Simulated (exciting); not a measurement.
Consider Be3N2, space group P6_3/mmc.

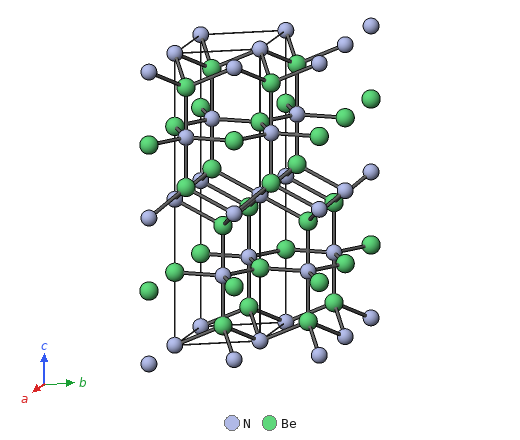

The structure (nitrogen light blue, beryllium green). Bonds to atoms that aren't drawn are left out. 2×2×1 cells are drawn. Some periodic images of atoms are drawn too.

```xyz
10
Lattice="2.8417 0.0000 0.0000 -1.4208 2.4610 0.0000 0.0000 0.0000 9.7468" Properties=species:S:1:pos:R:3 pbc="T T T"
N     1.4208    0.8203    7.3101
N     0.0000    1.6406    2.4367
N     0.0000    0.0000    4.8734
N     0.0000    0.0000    0.0000
Be    0.0000    0.0000    7.3101
Be    0.0000    0.0000    2.4367
Be    0.0000    1.6406    4.1084
Be    1.4208    0.8203    8.9819
Be    1.4208    0.8203    5.6384
Be    0.0000    1.6406    0.7650
```

Absorber: atom 1, with 3 Be at 1.64 Å and 2 Be at 1.67 Å (trigonal bipyramidal, site symmetry -6m2). Method: exciting, all-electron LAPW+lo, LDA, exchange and screened direct term (singlet BSE), 6×6×1 shifted k points, 25 conduction bands, |G+q| up to 3 bohr⁻¹, full RPA screening with nempty = 50, Lorentzian half width 0.45 eV.

Predict the N K near-edge structure at this level.

Bound core exciton? Undecided on this mesh: the first bright state (over 5 % of the brightest) lies at 0.61 eV from the Kohn–Sham onset and at -0.65 eV from the lowest bare transition of its own mesh; weaker or dark states reach down to 0.49 eV. Maxima (height): 1.7 eV (0.69), 4.3 eV (0.71), 5.9 eV (1.00) and 10.0 eV (0.55).

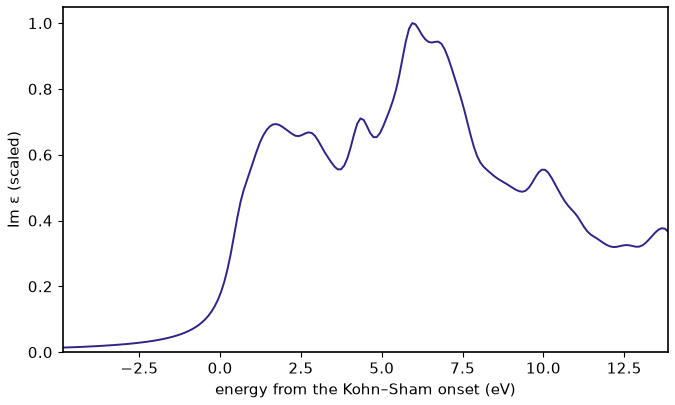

Energy from the Kohn–Sham onset, core level to the lowest empty state found on the meshes used; Im ε in relative units.

With 36 k points the binding energies are rough, and fine structure above the first lines is partly noise of the mesh. The kernel cutoff is low for a compact core orbital, so the effect of exchange is a lower bound. The zero comes from the unshifted 6×6×2 ground-state mesh; it is exact only where the band minimum lies on that mesh. The structure is a Materials Project entry, computed there, and may be a hypothetical form.

[Banner, clock and machine lines of the logs are left out without a mark of their own.]

[Logs are printed without paths, hosts, clocks, repeated set-up lines and the standing remarks that a program may print on its own settings, such as how far it seeks lower states.]

[Hosts, paths, dates, database ids (printed as entryN), source tags and the programs' standing remarks are cut or masked in the printed files.]
